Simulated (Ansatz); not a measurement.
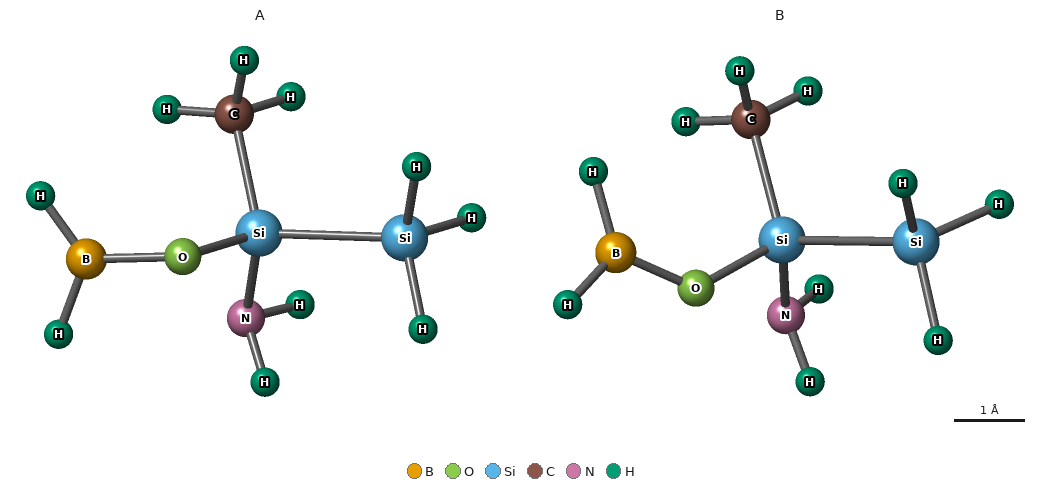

Two geometries of CH$_{10}$BNOSi$_{2}$, drawn at one scale. One is the start of a relaxation, the other its converged end. A ball-and-stick model, seen face on.

All numbers below come from RKS BLYP-D4/cc-pVDZ (Ansatz 0.2.0). Settings: no spin polarisation; force threshold 0.015 eV/Å; at most 40 steps.

> Which geometry has the lower energy?

Structure B is the relaxed one. The run prepares an end point of a later path (torsion) calculation, from a guessed geometry. An H atom moves most after the best rigid fit: 1.56 Å. Largest moves by element: H 1.56 Å, O 0.77 Å, N 0.51 Å, B 0.47 Å, C 0.34 Å, Si 0.32 Å. Among the contacts that change: Si–Si 2.245 → 2.373 Å, B–O 1.483 → 1.359 Å, B–H 1.119 → 1.221 Å, C–H 1.197 → 1.110 Å. Among the angles between lasting bonds that change: B–O–Si 108.0° → 132.3°, Si–N–H 105.1° → 116.7°, Si–N–H 107.2° → 115.4°. Groups turn about B–O by about 90°, O–Si by about 70°. The energy falls by 29.7 kcal/mol in 21 accepted moves (22 points after the start). Largest force component: 4.2 eV/Å at the start, 0.0097 eV/Å at the end. The line search rejected the trial step at point 11 of the run.
